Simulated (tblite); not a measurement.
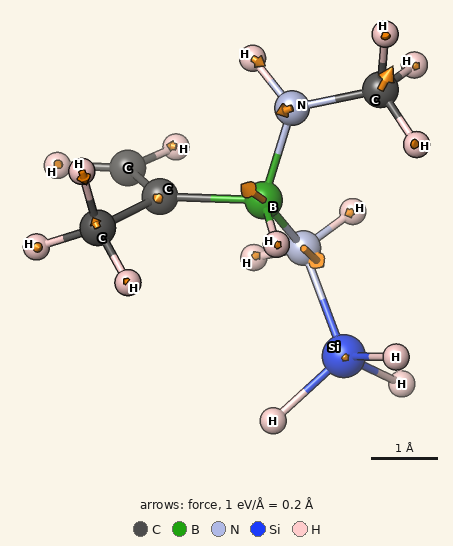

Starting geometry of C₄H₁₅BN₂Si with the computed forces as orange arrows. Style: ball-and-stick. Shown at a tilt.

The calculation used GFN2-xTB geometry optimisation, gas phase (tblite 0.8.0). 

Is this structure relaxed? If not, where do the atoms go?

It isn't relaxed: the largest force vector, on an N atom, is 3.51 eV/Å. The final displacements follow the starting forces only in part (cosine between the two patterns 0.45). Over 156 geometry steps the energy falls by 30.5 kcal/mol. An N atom moves most after the best rigid fit: 0.91 Å. By element the largest moves are N 0.91 Å, B 0.83 Å, H 0.66 Å, Si 0.42 Å, C 0.38 Å. Among the contacts that change: B–N 1.506 → 3.202 Å, B–Si 2.774 → 3.934 Å, B–N 1.484 → 1.380 Å, N–Si 1.802 → 1.721 Å. Bonds break: B–N (1.51 → 3.20 Å). Bond angles that change, for instance: C–B–N 106.2° → 120.6°, C–B–H 107.8° → 120.8°, Si–N–H 105.8° → 118.0°. Groups turn about C–C by about 30°. The run took 1.1 s on 1 thread of Arm Neoverse V2, with other jobs on the host.
